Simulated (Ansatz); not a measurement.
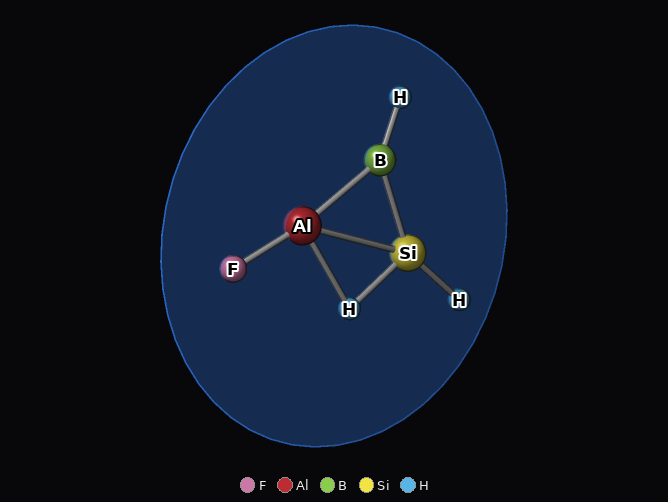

All proper rotation axes (lines) and mirror planes (discs) of the structure are drawn in. Depth is shown by fading: the farther an atom, the more it takes the colour of the background. The computed structure is the end point of a PBE0-D4/def2-TZVP optimisation. No frequency run is at hand to confirm it as a minimum.

**Name the symmetry elements and the point group.**

It has 1 mirror plane. Point group Cs. The group has 2 operations. The geometry is achiral, and symmetry allows a dipole moment.
